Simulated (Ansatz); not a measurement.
The starting structures come from a database of crystals and need not be the phases stable at ambient conditions.

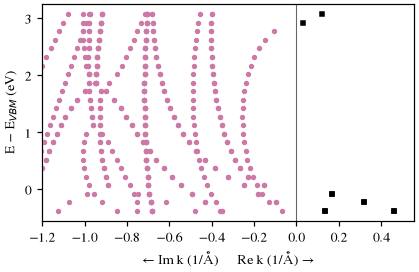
Complex bands at the centre of the two-dimensional zone; Ansatz (a quantum-chemistry and plane-wave program) with PBEsol

No gap correction and no spin-orbit coupling; mid-gap values are interpolated between computed energies.

**Question.** This is SrGeO3 (P-62m, not sure to be the ambient phase, 15 atoms a cell, 16.6 Å³ an atom, -3 GPa at this level) along the normal of (001). Read off the slowest decay at the centre of the two-dimensional zone at 1.43 eV, the computed energy nearest the middle of the gap.

**Answer.** κ ≈ 0.25 1/Å, a decay length 1/(2κ) of the density of 2.0 Å.
